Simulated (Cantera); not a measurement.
Feed: 1 mol Si, 3 mol NF3, equilibrated at 100000 Pa.

Cantera equilibrium calculation (NASA polynomials, part measured and part estimated; ideal gas, pure solids and liquids). Candidate condensed phases: Si, Si3N4; 16 gas species. Equilibrium is a limit: real reactors are often held back by kinetics, nucleation or transport.

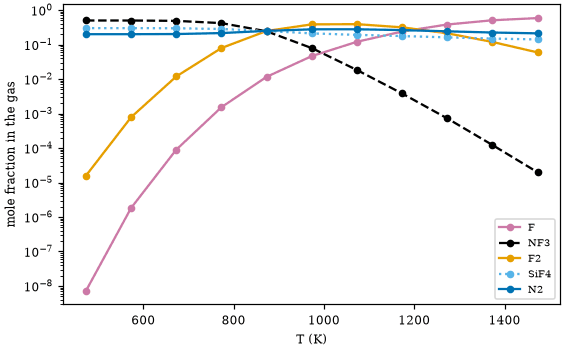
Fig. 1. Equilibrium gas composition (values under 1e-9 drawn at 1e-9)

**Question.** Read off the mole fractions at 1373 K.

**Answer.** F about 0.51, N2 about 0.22, SiF4 about 0.15, F2 about 0.12, NF3 about 0.00012.
